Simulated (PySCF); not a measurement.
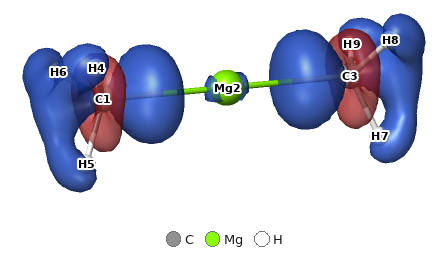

*C2H6Mg, SMILES `C[Mg]C`. Fukui function f⁻ = ρ(N) − ρ(N−1) at fixed geometry, surfaces at ±0.03 e/Å³ (blue positive, red negative).*

Computed with PySCF, PBE/def2-TZVP, geometry: GFN2-xTB. No frequency check shows the geometry to be a minimum. GFN2-xTB bond lengths at metals and heavier atoms can be off by up to 0.1 Å and shapes distorted, which carries into these values.

Q: Which atoms respond most to the removal of an electron?

A: f⁻ (Hirshfeld-condensed) is largest on Mg2 (0.24) and C1 and C3 (0.17 each); the vertical ionisation energy is 8.22 eV (the stability of the cation's solution wasn't checked). Condensed values hint at sites of electrophilic attack but needn't mark the atom that reacts. Orbital relaxation makes it negative in places (0.14 e in all).

| atom | f⁻ | charge |
| --- | --- | --- |
| C1 | +0.17 | −0.31 |
| Mg2 | +0.24 | +0.58 |
| C3 | +0.17 | −0.31 |
| H4 | +0.07 | +0.01 |
| H5 | +0.07 | +0.01 |
| H6 | +0.07 | +0.01 |
| H7 | +0.07 | +0.01 |
| H8 | +0.07 | +0.01 |
| H9 | +0.07 | +0.01 |
